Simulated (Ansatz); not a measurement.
## Molecular dynamics, with input and output: Si$_{2}$N$_{2}$H$_{10}$ (part 1 of 3)

The run: molecular dynamics of Si$_{2}$N$_{2}$H$_{10}$. Method and program: RKS B3LYP-D4/6-31G (Ansatz 0.2.0).

It belongs to a series of runs on one base structure; here: dynamics from the last frame of an earlier run. Figures and captions count atoms from 1; the log counts them from 0 in places.

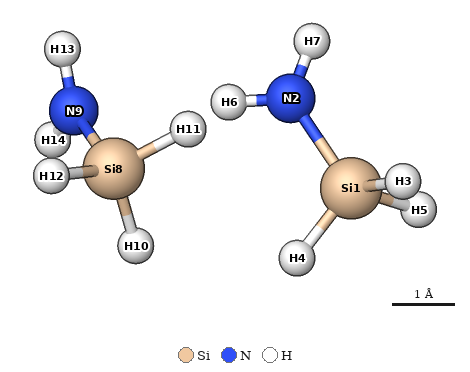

**Figure 1.** The input geometry (ball-and-stick view, seen at a tilt; atoms are numbered from 1 in the order of the input).

Key numbers:

```tsv
quantity	value
outcome	finished
mean temperature over the second half	342 K
trajectory	250 steps, 250 fs
ensemble	nve
temperature in the input	400.0 K
time step	1.0 fs
potential energy (last step)	−18896.0521 eV
mean-field energy (last step)	−18895.7081 eV
largest force (length of the vector) (last step)	2.928 eV/Å
hardware	1 thread of Arm Neoverse V1, 24 GiB of memory available, shared host
wall time	15 min
peak memory	0.14 GiB
```

So short a trajectory is not equilibrated.

Input file:
```yaml
crystal:
  periodic: [false, false, false]
  atoms:
    - { symbol: Si, position_ang: [0.955153, 0.34769, -2.112829] }
    - { symbol: "N", position_ang: [-0.666076, -0.163964, -1.498331] }
    - { symbol: H, position_ang: [1.068986, 1.870249, -2.512801] }
    - { symbol: H, position_ang: [1.943868, 0.092554, -1.095125] }
    - { symbol: H, position_ang: [1.398189, -0.316169, -3.402809] }
    - { symbol: H, position_ang: [-0.762852, -0.475079, -0.548363] }
    - { symbol: H, position_ang: [-1.54344, -0.209608, -2.02313] }
    - { symbol: Si, position_ang: [0.116704, 0.376025, 1.841594] }
    - { symbol: "N", position_ang: [-1.007768, -1.01026, 1.913104] }
    - { symbol: H, position_ang: [1.360023, -0.301683, 1.460457] }
    - { symbol: H, position_ang: [-0.294672, 1.20071, 0.747531] }
    - { symbol: H, position_ang: [0.157676, 1.231815, 3.184368] }
    - { symbol: H, position_ang: [-2.014696, -0.893201, 1.977376] }
    - { symbol: H, position_ang: [-0.652811, -1.925452, 2.052093] }
basis:
  gaussian: { orbitals: "6-31G" }
hamiltonian:
  xc: b3lyp
  dispersion: d4
md:
  timestep: 1.0
  n_steps: 250
  ensemble: nve
  temperature: 400.0
  initial_velocities: maxwell_boltzmann
  seed: 374799
  masses: [{ species: H, mass: 2.014 }]
```

Run as:
```bash
ansatz run input.yaml --threads 1 --pin off --max-ram 2048MiB --backend cpu --events-out ev --progress --plain --runs-dir out
```

The program's output:
```
Engine: ansatz 0.2.0, aarch64-unknown-linux-gnu
Functional definition: B3LYP
  parameter a0 = 0.2
  parameter ax = 0.72
  parameter ac = 0.81
  exchange = (1 - a0 - ax)*slater_x + ax*b88_x + a0*exact_x
  correlation = (1 - ac)*vwn_rpa_c + ac*lyp_c
919 factors; integrals over basis functions are off by at most 1.7e-4 eV
mean field evaluation 1: about -18884.8881 eV, gradient 7.4e1 eV
mean field evaluation 2: about -18860.8883 eV, gradient 1.2e2 eV
mean field evaluation 4: about -18895.7373 eV, gradient 3.1e0 eV
mean field evaluation 8: about -18895.7529 eV, gradient 7.0e-2 eV
mean field -18895.75291713 eV, -694.4061117030 hartree, gradient 2.2e-5 eV, S^2 0.000000; 0 other end points of the search recorded, 0 dependent functions left out
the calculation of the forces begins
reference -18895.75321158 eV, -694.4061225239 hartree; 26, 26 occupied and 38, 38 virtual orbitals, 919 factors
md step     0: t =     0.00 fs  T =   400.0 K  F+E_penalty+E_count = -18896.16242251 eV  E_kin = 0.620448 eV  conserved = -18895.54197451 eV  (24 SCF iters)
these checks for a lower state are left out or cut short: starts, cluster_reference, orbital_swaps, neighbouring_geometries, increment
919 factors; integrals over basis functions are off by at most 1.7e-4 eV
mean field evaluation 16: about -18895.7312 eV, gradient 2.2e0 eV
mean field -18895.74197419 eV, -694.4057095575 hartree, gradient 4.0e-5 eV, S^2 0.000000; 0 other end points of the search recorded, 0 dependent functions left out
the calculation of the forces begins
reference -18895.74226808 eV, -694.4057203578 hartree; 26, 26 occupied and 38, 38 virtual orbitals, 919 factors
md step     1: t =     1.00 fs  T =   392.9 K  F+E_penalty+E_count = -18896.15201873 eV  E_kin = 0.609511 eV  conserved = -18895.54250782 eV  (23 SCF iters, 3 dispersion substeps)
[... from here on the SCF iterations and repeated set-up lines of each step are left out, up to the last step ...]
md step     2: t =     2.00 fs  T =   343.8 K  F+E_penalty+E_count = -18896.06954128 eV  E_kin = 0.533203 eV  conserved = -18895.53633857 eV  (23 SCF iters, 3 dispersion substeps)
md step     3: t =     3.00 fs  T =   308.6 K  F+E_penalty+E_count = -18896.00942012 eV  E_kin = 0.478752 eV  conserved = -18895.53066857 eV  (23 SCF iters, 3 dispersion substeps)
md step     4: t =     4.00 fs  T =   332.4 K  F+E_penalty+E_count = -18896.05048261 eV  E_kin = 0.515577 eV  conserved = -18895.53490577 eV  (24 SCF iters, 3 dispersion substeps)
md step     5: t =     5.00 fs  T =   381.4 K  F+E_penalty+E_count = -18896.13351242 eV  E_kin = 0.591520 eV  conserved = -18895.54199205 eV  (24 SCF iters, 3 dispersion substeps)
md step     6: t =     6.00 fs  T =   392.2 K  F+E_penalty+E_count = -18896.15152475 eV  E_kin = 0.608345 eV  conserved = -18895.54317936 eV  (23 SCF iters, 3 dispersion substeps)
md step     7: t =     7.00 fs  T =   346.7 K  F+E_penalty+E_count = -18896.07741238 eV  E_kin = 0.537752 eV  conserved = -18895.53965998 eV  (23 SCF iters, 3 dispersion substeps)
md step     8: t =     8.00 fs  T =   274.5 K  F+E_penalty+E_count = -18895.96052587 eV  E_kin = 0.425797 eV  conserved = -18895.53472925 eV  (24 SCF iters, 3 dispersion substeps)
md step     9: t =     9.00 fs  T =   222.6 K  F+E_penalty+E_count = -18895.87639693 eV  E_kin = 0.345248 eV  conserved = -18895.53114892 eV  (23 SCF iters, 3 dispersion substeps)
md step    10: t =    10.00 fs  T =   224.3 K  F+E_penalty+E_count = -18895.87941004 eV  E_kin = 0.347948 eV  conserved = -18895.53146183 eV  (23 SCF iters, 3 dispersion substeps)
md step    11: t =    11.00 fs  T =   276.6 K  F+E_penalty+E_count = -18895.96461037 eV  E_kin = 0.429102 eV  conserved = -18895.53550879 eV  (24 SCF iters, 3 dispersion substeps)
md step    12: t =    12.00 fs  T =   341.8 K  F+E_penalty+E_count = -18896.07060005 eV  E_kin = 0.530143 eV  conserved = -18895.54045687 eV  (24 SCF iters, 3 dispersion substeps)
md step    13: t =    13.00 fs  T =   374.6 K  F+E_penalty+E_count = -18896.12376508 eV  E_kin = 0.580993 eV  conserved = -18895.54277176 eV  (24 SCF iters, 3 dispersion substeps)
md step    14: t =    14.00 fs  T =   359.1 K  F+E_penalty+E_count = -18896.09606814 eV  E_kin = 0.556979 eV  conserved = -18895.53908920 eV  (24 SCF iters, 3 dispersion substeps)
md step    15: t =    15.00 fs  T =   332.3 K  F+E_penalty+E_count = -18896.04827618 eV  E_kin = 0.515500 eV  conserved = -18895.53277631 eV  (24 SCF iters, 3 dispersion substeps)
md step    16: t =    16.00 fs  T =   345.4 K  F+E_penalty+E_count = -18896.06985408 eV  E_kin = 0.535695 eV  conserved = -18895.53415940 eV  (23 SCF iters, 3 dispersion substeps)
md step    17: t =    17.00 fs  T =   387.4 K  F+E_penalty+E_count = -18896.14180290 eV  E_kin = 0.600910 eV  conserved = -18895.54089276 eV  (23 SCF iters, 3 dispersion substeps)
md step    18: t =    18.00 fs  T =   402.0 K  F+E_penalty+E_count = -18896.16641365 eV  E_kin = 0.623475 eV  conserved = -18895.54293890 eV  (23 SCF iters, 3 dispersion substeps)
md step    19: t =    19.00 fs  T =   364.6 K  F+E_penalty+E_count = -18896.10522943 eV  E_kin = 0.565490 eV  conserved = -18895.53973939 eV  (23 SCF iters, 3 dispersion substeps)
md step    20: t =    20.00 fs  T =   300.3 K  F+E_penalty+E_count = -18896.00093068 eV  E_kin = 0.465876 eV  conserved = -18895.53505509 eV  (25 SCF iters, 3 dispersion substeps)
md step    21: t =    21.00 fs  T =   253.3 K  F+E_penalty+E_count = -18895.92464145 eV  E_kin = 0.392933 eV  conserved = -18895.53170840 eV  (23 SCF iters, 3 dispersion substeps)
md step    22: t =    22.00 fs  T =   255.4 K  F+E_penalty+E_count = -18895.92793620 eV  E_kin = 0.396209 eV  conserved = -18895.53172747 eV  (23 SCF iters, 3 dispersion substeps)
md step    23: t =    23.00 fs  T =   306.5 K  F+E_penalty+E_count = -18896.01054090 eV  E_kin = 0.475442 eV  conserved = -18895.53509865 eV  (22 SCF iters, 3 dispersion substeps)
md step    24: t =    24.00 fs  T =   374.4 K  F+E_penalty+E_count = -18896.12045406 eV  E_kin = 0.580664 eV  conserved = -18895.53979030 eV  (23 SCF iters, 3 dispersion substeps)
md step    25: t =    25.00 fs  T =   414.3 K  F+E_penalty+E_count = -18896.18580773 eV  E_kin = 0.642573 eV  conserved = -18895.54323463 eV  (23 SCF iters, 3 dispersion substeps)
md step    26: t =    26.00 fs  T =   398.3 K  F+E_penalty+E_count = -18896.15947340 eV  E_kin = 0.617738 eV  conserved = -18895.54173578 eV  (23 SCF iters, 3 dispersion substeps)
md step    27: t =    27.00 fs  T =   346.8 K  F+E_penalty+E_count = -18896.07269197 eV  E_kin = 0.537960 eV  conserved = -18895.53473224 eV  (24 SCF iters, 3 dispersion substeps)
md step    28: t =    28.00 fs  T =   319.9 K  F+E_penalty+E_count = -18896.02829385 eV  E_kin = 0.496238 eV  conserved = -18895.53205539 eV  (24 SCF iters, 3 dispersion substeps)
md step    29: t =    29.00 fs  T =   338.6 K  F+E_penalty+E_count = -18896.06337275 eV  E_kin = 0.525243 eV  conserved = -18895.53812967 eV  (24 SCF iters, 3 dispersion substeps)
md step    30: t =    30.00 fs  T =   355.4 K  F+E_penalty+E_count = -18896.09356714 eV  E_kin = 0.551192 eV  conserved = -18895.54237511 eV  (24 SCF iters, 3 dispersion substeps)
md step    31: t =    31.00 fs  T =   329.8 K  F+E_penalty+E_count = -18896.05163491 eV  E_kin = 0.511629 eV  conserved = -18895.54000601 eV  (23 SCF iters, 3 dispersion substeps)
md step    32: t =    32.00 fs  T =   278.2 K  F+E_penalty+E_count = -18895.96613146 eV  E_kin = 0.431473 eV  conserved = -18895.53465886 eV  (22 SCF iters, 3 dispersion substeps)
md step    33: t =    33.00 fs  T =   248.0 K  F+E_penalty+E_count = -18895.91555987 eV  E_kin = 0.384656 eV  conserved = -18895.53090365 eV  (24 SCF iters, 3 dispersion substeps)
md step    34: t =    34.00 fs  T =   273.9 K  F+E_penalty+E_count = -18895.95645279 eV  E_kin = 0.424816 eV  conserved = -18895.53163718 eV  (24 SCF iters, 3 dispersion substeps)
md step    35: t =    35.00 fs  T =   349.8 K  F+E_penalty+E_count = -18896.07842311 eV  E_kin = 0.542532 eV  conserved = -18895.53589065 eV  (23 SCF iters, 3 dispersion substeps)
md step    36: t =    36.00 fs  T =   435.8 K  F+E_penalty+E_count = -18896.21663239 eV  E_kin = 0.676021 eV  conserved = -18895.54061162 eV  (22 SCF iters, 3 dispersion substeps)
md step    37: t =    37.00 fs  T =   486.0 K  F+E_penalty+E_count = -18896.29749539 eV  E_kin = 0.753819 eV  conserved = -18895.54367623 eV  (23 SCF iters, 3 dispersion substeps)
md step    38: t =    38.00 fs  T =   473.7 K  F+E_penalty+E_count = -18896.27724183 eV  E_kin = 0.734724 eV  conserved = -18895.54251759 eV  (23 SCF iters, 3 dispersion substeps)
md step    39: t =    39.00 fs  T =   416.0 K  F+E_penalty+E_count = -18896.18127411 eV  E_kin = 0.645310 eV  conserved = -18895.53596411 eV  (24 SCF iters, 3 dispersion substeps)
md step    40: t =    40.00 fs  T =   371.9 K  F+E_penalty+E_count = -18896.10841148 eV  E_kin = 0.576836 eV  conserved = -18895.53157537 eV  (23 SCF iters, 3 dispersion substeps)
md step    41: t =    41.00 fs  T =   376.8 K  F+E_penalty+E_count = -18896.12043035 eV  E_kin = 0.584473 eV  conserved = -18895.53595768 eV  (23 SCF iters, 3 dispersion substeps)
md step    42: t =    42.00 fs  T =   397.2 K  F+E_penalty+E_count = -18896.15736733 eV  E_kin = 0.616140 eV  conserved = -18895.54122755 eV  (24 SCF iters, 3 dispersion substeps)
md step    43: t =    43.00 fs  T =   386.3 K  F+E_penalty+E_count = -18896.13982769 eV  E_kin = 0.599151 eV  conserved = -18895.54067705 eV  (23 SCF iters, 3 dispersion substeps)
md step    44: t =    44.00 fs  T =   343.7 K  F+E_penalty+E_count = -18896.06951182 eV  E_kin = 0.533186 eV  conserved = -18895.53632556 eV  (23 SCF iters, 3 dispersion substeps)
md step    45: t =    45.00 fs  T =   306.8 K  F+E_penalty+E_count = -18896.00842844 eV  E_kin = 0.475835 eV  conserved = -18895.53259340 eV  (24 SCF iters, 3 dispersion substeps)
md step    46: t =    46.00 fs  T =   308.8 K  F+E_penalty+E_count = -18896.01166663 eV  E_kin = 0.479048 eV  conserved = -18895.53261848 eV  (24 SCF iters, 3 dispersion substeps)
md step    47: t =    47.00 fs  T =   350.3 K  F+E_penalty+E_count = -18896.07913273 eV  E_kin = 0.543317 eV  conserved = -18895.53581588 eV  (24 SCF iters, 3 dispersion substeps)
md step    48: t =    48.00 fs  T =   401.4 K  F+E_penalty+E_count = -18896.16205467 eV  E_kin = 0.622582 eV  conserved = -18895.53947226 eV  (24 SCF iters, 3 dispersion substeps)
md step    49: t =    49.00 fs  T =   425.7 K  F+E_penalty+E_count = -18896.20246255 eV  E_kin = 0.660368 eV  conserved = -18895.54209483 eV  (23 SCF iters, 3 dispersion substeps)
md step    50: t =    50.00 fs  T =   399.0 K  F+E_penalty+E_count = -18896.16107661 eV  E_kin = 0.618847 eV  conserved = -18895.54222916 eV  (24 SCF iters, 3 dispersion substeps)
md step    51: t =    51.00 fs  T =   326.4 K  F+E_penalty+E_count = -18896.04363754 eV  E_kin = 0.506210 eV  conserved = -18895.53742740 eV  (24 SCF iters, 3 dispersion substeps)
md step    52: t =    52.00 fs  T =   256.9 K  F+E_penalty+E_count = -18895.92911444 eV  E_kin = 0.398537 eV  conserved = -18895.53057789 eV  (24 SCF iters, 3 dispersion substeps)
md step    53: t =    53.00 fs  T =   248.6 K  F+E_penalty+E_count = -18895.91665525 eV  E_kin = 0.385602 eV  conserved = -18895.53105308 eV  (22 SCF iters, 3 dispersion substeps)
md step    54: t =    54.00 fs  T =   297.7 K  F+E_penalty+E_count = -18895.99971694 eV  E_kin = 0.461777 eV  conserved = -18895.53794018 eV  (24 SCF iters, 3 dispersion substeps)
md step    55: t =    55.00 fs  T =   346.4 K  F+E_penalty+E_count = -18896.07892598 eV  E_kin = 0.537351 eV  conserved = -18895.54157545 eV  (23 SCF iters, 3 dispersion substeps)
md step    56: t =    56.00 fs  T =   358.6 K  F+E_penalty+E_count = -18896.09557390 eV  E_kin = 0.556283 eV  conserved = -18895.53929107 eV  (23 SCF iters, 3 dispersion substeps)
md step    57: t =    57.00 fs  T =   350.7 K  F+E_penalty+E_count = -18896.07890091 eV  E_kin = 0.543966 eV  conserved = -18895.53493459 eV  (23 SCF iters, 3 dispersion substeps)
md step    58: t =    58.00 fs  T =   359.4 K  F+E_penalty+E_count = -18896.09116821 eV  E_kin = 0.557512 eV  conserved = -18895.53365601 eV  (22 SCF iters, 3 dispersion substeps)
md step    59: t =    59.00 fs  T =   396.7 K  F+E_penalty+E_count = -18896.15169058 eV  E_kin = 0.615383 eV  conserved = -18895.53630710 eV  (24 SCF iters, 3 dispersion substeps)
md step    60: t =    60.00 fs  T =   440.3 K  F+E_penalty+E_count = -18896.22240701 eV  E_kin = 0.682979 eV  conserved = -18895.53942800 eV  (23 SCF iters, 3 dispersion substeps)
md step    61: t =    61.00 fs  T =   460.1 K  F+E_penalty+E_count = -18896.25474002 eV  E_kin = 0.713599 eV  conserved = -18895.54114125 eV  (23 SCF iters, 3 dispersion substeps)
md step    62: t =    62.00 fs  T =   439.2 K  F+E_penalty+E_count = -18896.22218983 eV  E_kin = 0.681239 eV  conserved = -18895.54095063 eV  (24 SCF iters, 3 dispersion substeps)
md step    63: t =    63.00 fs  T =   385.0 K  F+E_penalty+E_count = -18896.13416406 eV  E_kin = 0.597126 eV  conserved = -18895.53703824 eV  (25 SCF iters, 3 dispersion substeps)
md step    64: t =    64.00 fs  T =   339.1 K  F+E_penalty+E_count = -18896.05703081 eV  E_kin = 0.525958 eV  conserved = -18895.53107304 eV  (24 SCF iters, 3 dispersion substeps)
md step    65: t =    65.00 fs  T =   352.2 K  F+E_penalty+E_count = -18896.07781595 eV  E_kin = 0.546379 eV  conserved = -18895.53143658 eV  (24 SCF iters, 3 dispersion substeps)
md step    66: t =    66.00 fs  T =   419.7 K  F+E_penalty+E_count = -18896.18975848 eV  E_kin = 0.651072 eV  conserved = -18895.53868660 eV  (23 SCF iters, 3 dispersion substeps)
md step    67: t =    67.00 fs  T =   479.6 K  F+E_penalty+E_count = -18896.28722700 eV  E_kin = 0.743921 eV  conserved = -18895.54330584 eV  (22 SCF iters, 3 dispersion substeps)
md step    68: t =    68.00 fs  T =   486.7 K  F+E_penalty+E_count = -18896.29638206 eV  E_kin = 0.754940 eV  conserved = -18895.54144188 eV  (23 SCF iters, 3 dispersion substeps)
md step    69: t =    69.00 fs  T =   452.7 K  F+E_penalty+E_count = -18896.23872355 eV  E_kin = 0.702164 eV  conserved = -18895.53655928 eV  (23 SCF iters, 3 dispersion substeps)
md step    70: t =    70.00 fs  T =   418.5 K  F+E_penalty+E_count = -18896.18334063 eV  E_kin = 0.649139 eV  conserved = -18895.53420133 eV  (23 SCF iters, 3 dispersion substeps)
md step    71: t =    71.00 fs  T =   406.0 K  F+E_penalty+E_count = -18896.16564473 eV  E_kin = 0.629729 eV  conserved = -18895.53591573 eV  (24 SCF iters, 3 dispersion substeps)
md step    72: t =    72.00 fs  T =   402.7 K  F+E_penalty+E_count = -18896.16290679 eV  E_kin = 0.624642 eV  conserved = -18895.53826488 eV  (23 SCF iters, 3 dispersion substeps)
md step    73: t =    73.00 fs  T =   386.9 K  F+E_penalty+E_count = -18896.13925788 eV  E_kin = 0.600151 eV  conserved = -18895.53910715 eV  (24 SCF iters, 3 dispersion substeps)
md step    74: t =    74.00 fs  T =   349.2 K  F+E_penalty+E_count = -18896.08019661 eV  E_kin = 0.541627 eV  conserved = -18895.53856940 eV  (22 SCF iters, 3 dispersion substeps)
md step    75: t =    75.00 fs  T =   297.5 K  F+E_penalty+E_count = -18895.99724704 eV  E_kin = 0.461452 eV  conserved = -18895.53579499 eV  (23 SCF iters, 3 dispersion substeps)
md step    76: t =    76.00 fs  T =   262.5 K  F+E_penalty+E_count = -18895.93833160 eV  E_kin = 0.407197 eV  conserved = -18895.53113422 eV  (23 SCF iters, 3 dispersion substeps)
md step    77: t =    77.00 fs  T =   284.9 K  F+E_penalty+E_count = -18895.97243184 eV  E_kin = 0.441856 eV  conserved = -18895.53057539 eV  (24 SCF iters, 3 dispersion substeps)
md step    78: t =    78.00 fs  T =   365.7 K  F+E_penalty+E_count = -18896.10440776 eV  E_kin = 0.567302 eV  conserved = -18895.53710560 eV  (24 SCF iters, 3 dispersion substeps)
md step    79: t =    79.00 fs  T =   448.2 K  F+E_penalty+E_count = -18896.23875244 eV  E_kin = 0.695196 eV  conserved = -18895.54355628 eV  (24 SCF iters, 3 dispersion substeps)
md step    80: t =    80.00 fs  T =   473.4 K  F+E_penalty+E_count = -18896.27828459 eV  E_kin = 0.734362 eV  conserved = -18895.54392273 eV  (23 SCF iters, 3 dispersion substeps)
md step    81: t =    81.00 fs  T =   436.0 K  F+E_penalty+E_count = -18896.21524783 eV  E_kin = 0.676295 eV  conserved = -18895.53895247 eV  (23 SCF iters, 3 dispersion substeps)
md step    82: t =    82.00 fs  T =   379.8 K  F+E_penalty+E_count = -18896.12308330 eV  E_kin = 0.589187 eV  conserved = -18895.53389631 eV  (24 SCF iters, 3 dispersion substeps)
md step    83: t =    83.00 fs  T =   350.5 K  F+E_penalty+E_count = -18896.07714214 eV  E_kin = 0.543617 eV  conserved = -18895.53352502 eV  (24 SCF iters, 3 dispersion substeps)
md step    84: t =    84.00 fs  T =   354.3 K  F+E_penalty+E_count = -18896.08575596 eV  E_kin = 0.549558 eV  conserved = -18895.53619814 eV  (23 SCF iters, 3 dispersion substeps)
md step    85: t =    85.00 fs  T =   368.3 K  F+E_penalty+E_count = -18896.10949156 eV  E_kin = 0.571291 eV  conserved = -18895.53820087 eV  (25 SCF iters, 3 dispersion substeps)
md step    86: t =    86.00 fs  T =   371.4 K  F+E_penalty+E_count = -18896.11485718 eV  E_kin = 0.576076 eV  conserved = -18895.53878135 eV  (24 SCF iters, 3 dispersion substeps)
md step    87: t =    87.00 fs  T =   358.3 K  F+E_penalty+E_count = -18896.09322974 eV  E_kin = 0.555836 eV  conserved = -18895.53739376 eV  (23 SCF iters, 3 dispersion substeps)
md step    88: t =    88.00 fs  T =   346.4 K  F+E_penalty+E_count = -18896.07074015 eV  E_kin = 0.537326 eV  conserved = -18895.53341397 eV  (24 SCF iters, 3 dispersion substeps)
md step    89: t =    89.00 fs  T =   371.9 K  F+E_penalty+E_count = -18896.10816958 eV  E_kin = 0.576927 eV  conserved = -18895.53124299 eV  (24 SCF iters, 3 dispersion substeps)
md step    90: t =    90.00 fs  T =   449.6 K  F+E_penalty+E_count = -18896.23352425 eV  E_kin = 0.697444 eV  conserved = -18895.53608019 eV  (24 SCF iters, 3 dispersion substeps)
md step    91: t =    91.00 fs  T =   536.2 K  F+E_penalty+E_count = -18896.37496254 eV  E_kin = 0.831703 eV  conserved = -18895.54325952 eV  (23 SCF iters, 3 dispersion substeps)
md step    92: t =    92.00 fs  T =   567.2 K  F+E_penalty+E_count = -18896.42520955 eV  E_kin = 0.879781 eV  conserved = -18895.54542903 eV  (23 SCF iters, 3 dispersion substeps)
md step    93: t =    93.00 fs  T =   520.8 K  F+E_penalty+E_count = -18896.34904951 eV  E_kin = 0.807749 eV  conserved = -18895.54130088 eV  (23 SCF iters, 3 dispersion substeps)
md step    94: t =    94.00 fs  T =   433.5 K  F+E_penalty+E_count = -18896.20714156 eV  E_kin = 0.672354 eV  conserved = -18895.53478728 eV  (23 SCF iters, 3 dispersion substeps)
```
